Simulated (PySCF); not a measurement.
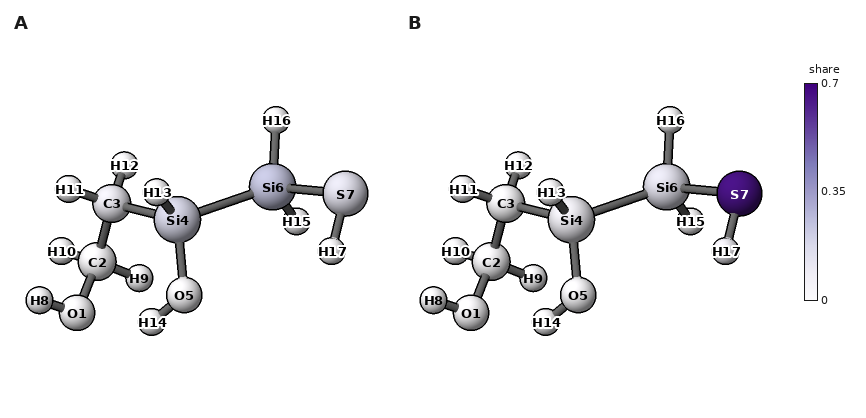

Each panel colours the atoms by their Löwdin share in one orbital (up to four of the largest shares; other atoms are shown as zero). The computed structure is the end point of a GFN2-xTB optimisation. No frequency run is at hand to confirm it as a minimum. Computed with B3LYP/def2-SVPD (PySCF 2.14.0).

**The panels show the HOMO, LUMO, in some order. Which is which?**

A: LUMO, −0.69 eV; Si6 0.23, Si4 0.17, S7 0.12, C3 0.08
B: HOMO, −6.74 eV; S7 0.66, Si6 0.12, H17 0.06, Si4 0.06

The geometry is semi-empirical. Around Si such bond lengths and angles can be off by a tenth of an ångström or more and by several degrees, and values that hang on the shape move with them.
